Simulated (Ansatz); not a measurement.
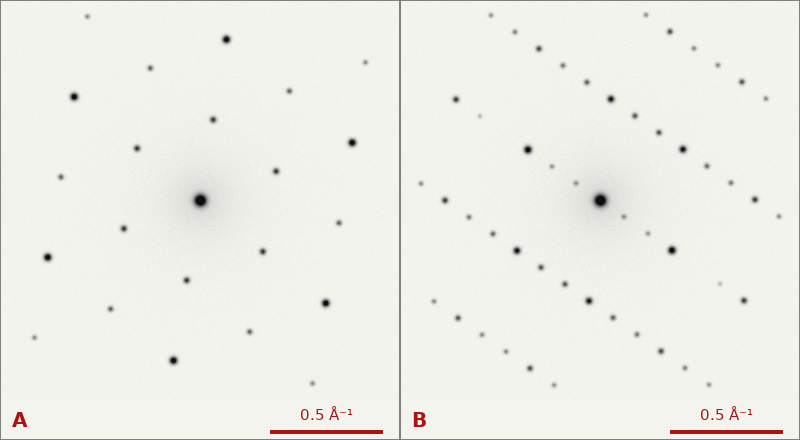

Kinematic electron diffraction patterns (120 kV, B = 0.5 Å², same scale, each along a low-index zone) of two structures of composition Ta2Ag, each relaxed at zero pressure with DFT PBE, scalar-relativistic, plane waves, PAW in Ansatz 0.2.0.

The structures (standard cells):
1. Fd-3m (No. 227), a = 7.727 Å, 24 atoms; generated start, possibly hypothetical
2. R-3m (No. 166), a = 2.882 Å, c = 22.774 Å (hexagonal axes), 9 atoms; generated start, possibly hypothetical

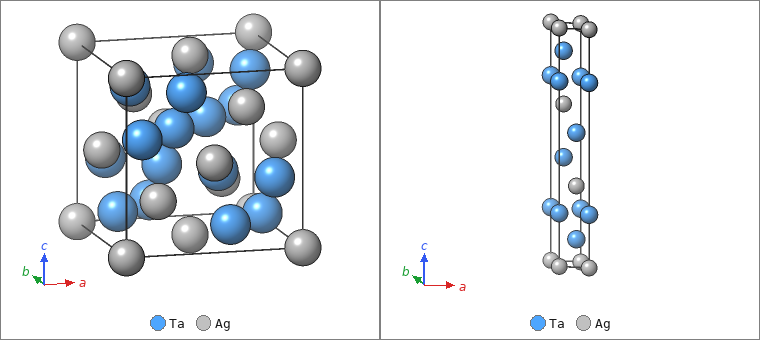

Drawings of the structures 1 to 2, from left to right (each may span several cells).

Q: Which pattern belongs to which structure, and along which zone?

A: A is structure 1 along [111] or an equivalent direction: hexagonal net of -2 2 0 at d = 2.73 Å and -2 0 2 at d = 2.73 Å, 60.0° apart. B is structure 2 along [100] or an equivalent direction: oblique net of 0 0 3 at d = 7.59 Å and 0 -1 1 at d = 2.48 Å, 83.7° apart (some points of this net are extinct or too weak to see).

Q: Which structure lies lowest at this level of theory, and by how much?

A: Structure 2 (R-3m, 18.20 Å³ an atom) is the lowest of these; structure 1 (Fd-3m, 19.22 Å³ an atom) lies about 300 meV an atom higher. These are static energies at 0 K; other structures, not shown, may lie lower still.
